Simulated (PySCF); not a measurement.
# C6H9NSi2: what the fields show

```xyz
18

C     4.2298    0.3666    0.8620
C     3.1158    0.0750    0.5178
C     1.8092   -0.2704    0.1125
C     0.6947    0.0092    0.8182
Si   -0.8016   -0.6824   -0.0980
N    -2.0010    0.4338   -0.6573
Si   -3.3075    1.1124    0.2555
C     0.3453   -1.2559   -1.4833
C     1.6082   -0.9742   -1.1609
H     5.1999    0.6255    1.1668
H     0.7452    0.5247    1.7633
H    -1.4744   -1.7566    0.6319
H    -1.7546    0.9364   -1.4950
H    -4.1329    1.8307   -0.7157
H    -4.0136   -0.0099    0.8697
H    -2.8325    2.0293    1.2985
H     0.0892   -1.7740   -2.3919
H     2.4722   -1.2138   -1.7658
```

Geometry: GFN2-xTB.

The calculation used PySCF 2.14.0, PBE0/pcSseg-1, SCF density, gas phase, non-relativistic.

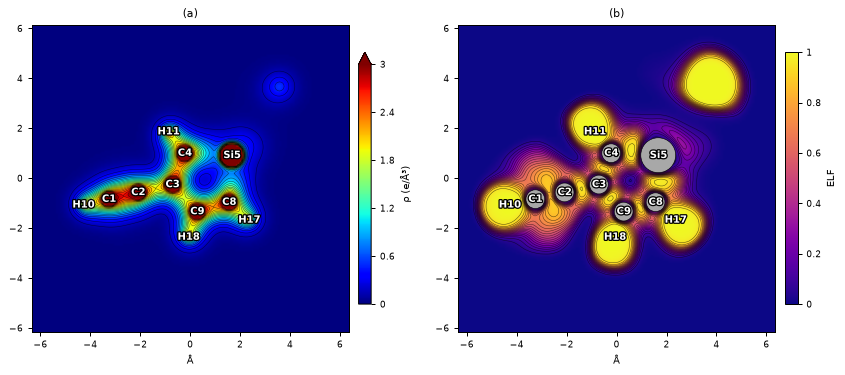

Figure 1. (a) electron density; (b) ELF on the plane of atoms C3, C4 and Si5. Grey discs cover the atomic cores in the ELF map.

### Describe what can be read from this map.

The plane passes through C, Si and H nuclei. C–C (1.20 Å): ρ at the midpoint is about 2.7 e/Å³; the ELF peaks at about 0.85 between the atoms (a multiple bond). C–Si (1.89 Å): ρ at the midpoint is about 0.94 e/Å³; the ELF peaks at about 0.95 between the atoms, as expected for a covalent bond. C–C (1.33 Å): ρ is about 2.3 e/Å³ halfway; the ELF peaks at about 0.95 between the atoms: a multiple bond. C–H (1.05 Å): the density is about 2.1 e/Å³ at the midpoint; the ELF climbs to about 1 towards the hydrogen, as it does in any bond to H (an ordinary covalent bond to hydrogen).

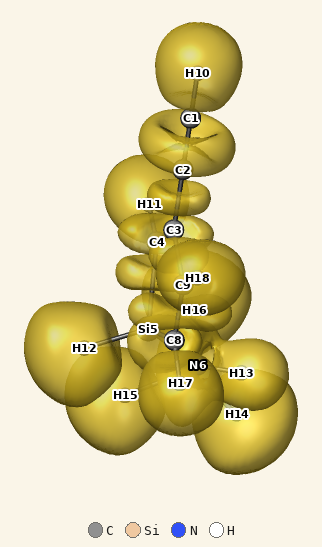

Figure 2. Isosurface of the electron localisation function at 0.75 (yellow), seen at an oblique angle. Core shells and regions of very low density are left out.

### Identify the bonds, lone pairs and shells in this picture.

At this value the surface marks out five regions between bonded C–C atoms (shared pairs), two regions between bonded C–Si atoms (shared pairs), eight regions around hydrogen nuclei and one joined region spread over several atoms (H, N), in which their bonds and any lone pairs are merged.


 Si–N (1.73 Å): the ELF peaks at about 0.90 between the atoms; a polar covalent bond.

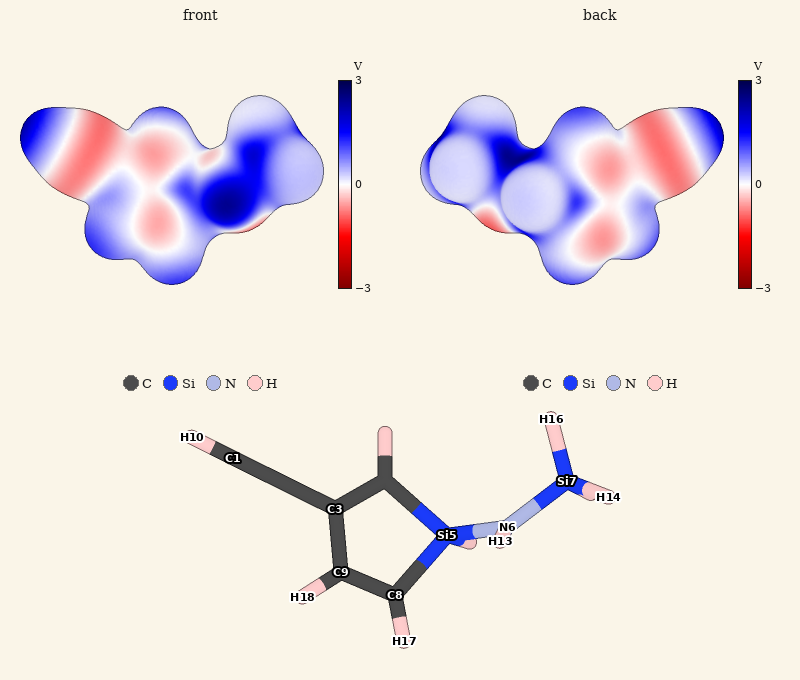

Figure 3. The electrostatic potential painted on the density surface at 0.004 e/bohr³, seen from the front and from behind; the colour scale runs from red (negative) to blue (positive). The bare structure is drawn below in the same view.

### Where is the surface potential most negative and most positive?

The most negative region (about −0.9 V) lies over C1, C2 and N6, the most positive (about +2.4 V) over Si5, Si7 and H13.
